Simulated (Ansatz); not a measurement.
**What a tighter setting buys: kpoints.mp_grid.grid, Ba₂YCu₃O₆ (P-4m2, 12 atoms in the cell)**

Cell: a = 3.8017 Å, b = 3.8017 Å, c = 13.2890 Å, α = 90.00°, β = 90.00°, γ = 90.00°.

Computed with PBEsol, default PAW files made with PBE (plane waves; Ansatz, a first-principles code).

Base settings: kpoints.mp_grid.grid = 9 9 3; hamiltonian.xc = pbesol; hamiltonian.pseudopotentials = {kind: paw} (the program's default PAW files); scf.occupations.method = cold; scf.occupations.width = 0.01 Ry.

Misses are taken against the tightest run, 21 21 6, which need not be fully converged itself. The energy is the free energy per atom.

The count of work is k-points × plane waves × bands × iterations; it is no time, and leaves out set-up, grids and terms that scale otherwise. Core times come from one kind of shared machine and are given to one figure; runs under 30 s give none.

The starting cell comes from a database of computed structures (which also holds hypothetical and non-ambient phases and stackings), without a prior relaxation at this level. Its lattice was rescaled by a random factor within 2.5 % of one. Spin polarisation is off, so a magnetic state, if there is one, cannot be reached. In the base run, with a pressure of about -4 GPa the cell is away from its equilibrium volume at this level. Ansatz's pressure includes its estimate of the finite-basis (Pulay) stress.

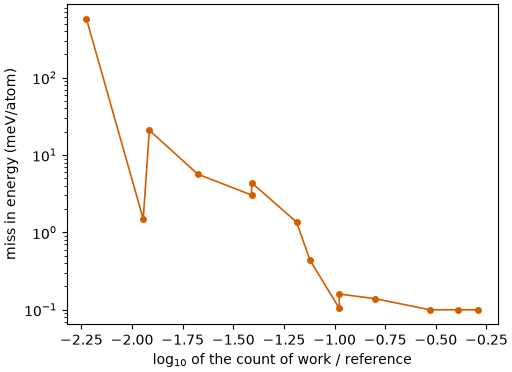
*Miss against the count of work; the reference run is not drawn, and misses under 0.1 meV/atom are drawn there.*

```tsv
kpoints.mp_grid.grid	energy less reference (meV/atom)	pressure less reference (GPa)	largest difference in the force on any atom (eV/Å)	count of work / reference	core time / reference (rough)
1 1 1	579.23	7.10	3.279	0.0060	–
2 2 1	20.88	0.37	0.126	0.012	–
3 3 1	-1.49	-0.19	0.228	0.011	–
4 4 1	-5.66	0.01	0.041	0.021	–
4 4 2	-4.39	0.04	0.047	0.039	–
5 5 2	-3.04	-0.01	0.036	0.039	–
6 6 2	-1.36	-0.01	0.011	0.065	–
7 7 2	-0.43	0.00	0.006	0.076	–
8 8 3	-0.16	-0.01	0.008	0.11	–
9 9 3	0.10	0.00	0.010	0.11	–
10 10 3	0.14	0.00	0.003	0.16	–
12 12 4	0.06	0.00	0.002	0.30	0.3
14 14 4	0.01	0.00	0.001	0.41	0.4
17 17 5	0.00	0.00	0.000	0.51	0.5
21 21 6	0.00	0.00	0.000	1.0	1
```

Coarsest setting among those run that, with all tighter ones, holds the energy within 10 meV/atom of the reference: 3 3 1, off by 1.5 meV/atom; it needs 0.011 of the reference's count of work.

Coarsest setting among those run that, with all tighter ones, holds the energy within 0.5 meV/atom of the reference: 7 7 2, off by 0.43 meV/atom; it needs 0.076 of the reference's count of work.

The step from 5 5 2 to 9 9 3: it takes the miss in the energy from 3.0 to 0.10 meV/atom, for 2.7 times the count of work.

Keys are those of Ansatz 0.2.
